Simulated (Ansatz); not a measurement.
**CH3InO: density, localisation and related maps**

```yaml
atoms:
  - { symbol: C, position_ang: [0.8128, -0.6042, -0.1962] }
  - { symbol: In, position_ang: [0.4037, 0.4142, 1.7904] }
  - { symbol: O, position_ang: [-0.6393, -0.8106, -0.1568] }
  - { symbol: H, position_ang: [1.3314, -1.5649, -0.2835] }
  - { symbol: H, position_ang: [-0.9857, -1.0282, -1.0297] }
  - { symbol: H, position_ang: [1.0879, 0.0366, -1.0420] }
```

Geometry: r2SCAN-D4/def2-TZVP; core potentials replace the inner electrons of In.

The calculation used isolated molecule in a Gaussian basis; Kohn-Sham density functional theory, functional PBE0 in Ansatz 0.2.0.

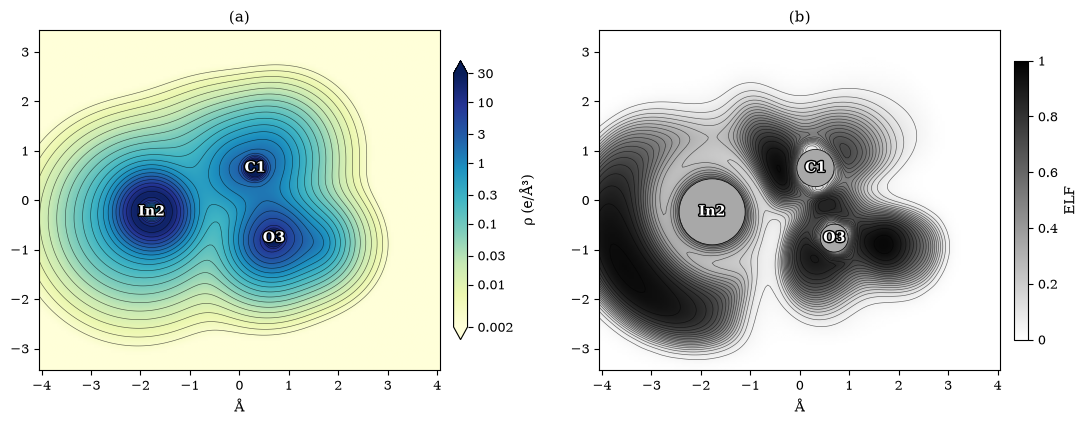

Figure 1. (a) electron density; (b) electron localisation function on the plane of atoms C1, O3 and In2. Grey discs cover the atomic cores in the ELF map.

Read the bonding off the picture.

The plane passes through C, In and O nuclei. C–O (1.47 Å): ρ is about 1.8 e/Å³ halfway, with its minimum of 1.5 e/Å³ about 0.5 Å from C; the ELF peaks at about 0.85 between the atoms: a shared but strongly polarised pair. C–In (2.27 Å): ρ is about 0.54 e/Å³ halfway; the ELF peaks at about 0.90 in the valence shell of C, 0.7 Å from its nucleus, and drops to about 0.20 between the two atoms. In–O (2.53 Å): ρ at the midpoint is about 0.23 e/Å³; the ELF is about 0.10 at the midpoint.

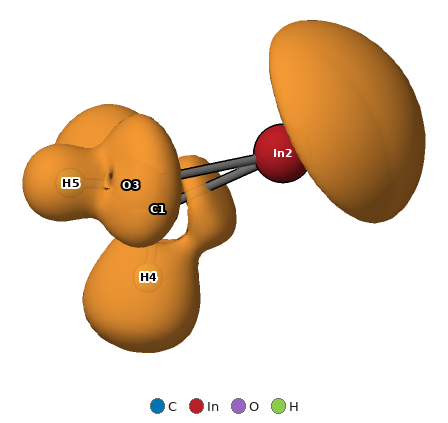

Figure 2. Isosurface of the electron localisation function at 0.75 (orange), seen at an oblique angle. Core shells and regions of very low density are left out.

Describe the localisation domains.

At this value the surface marks out one lobe on In, pointing away from the bonds (lone pairs), one joined region spread over several atoms (C, H), in which their bonds and any lone pairs are merged and one joined region spread over several atoms (H, O), in which their bonds and any lone pairs are merged.

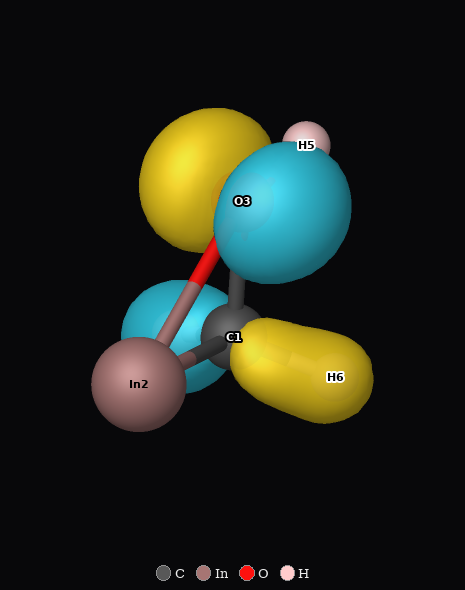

Figure 3. The HOMO−1 at ±0.2 Å⁻³ᐟ² (yellow and cyan are the two phases), seen at an oblique angle.

Describe this orbital and give its energy.

By Hirshfeld shares it lies mainly on O3 (about 55 %), C1 (about 15 %), In2 (about 10 %) and H4 (about 10 %). Its energy is −7.95 eV.
